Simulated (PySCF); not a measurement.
Zr(O)2, O2Zr, SMILES [Zr](=[O])=[O], singlet at its PBE0/def2-SVP optimised geometry (Å):

```
3

Zr    -0.6086    -0.8375     0.0000
O      1.1527    -0.8375     0.0000
O     -1.1527     0.8375     0.0000
```

Computed with PySCF with PBE0/def2-TZVP, def2 effective core potentials past Kr. The core electrons that the potentials of Zr replace are not part of the density. Cells within 0.4 Å of a nucleus heavier than hydrogen are left out (blank, or x).

Map of the HOMO−1 amplitude (bohr^(-3/2)), clipped to [-0.25, 0.25] on the plane z = 0.0 Å; orbital energy -7.56 eV, overall sign arbitrary:

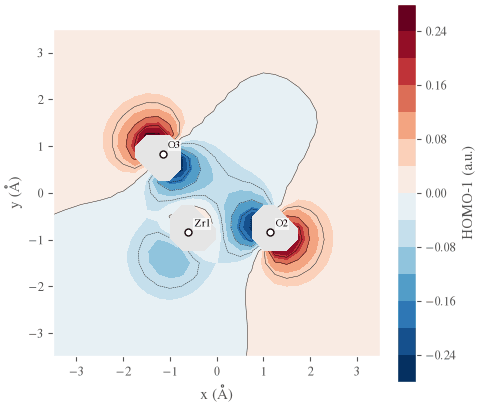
*HOMO−1 amplitude (bohr^(-3/2)), clipped to [-0.25, 0.25] on the plane z = 0.0 Å.*
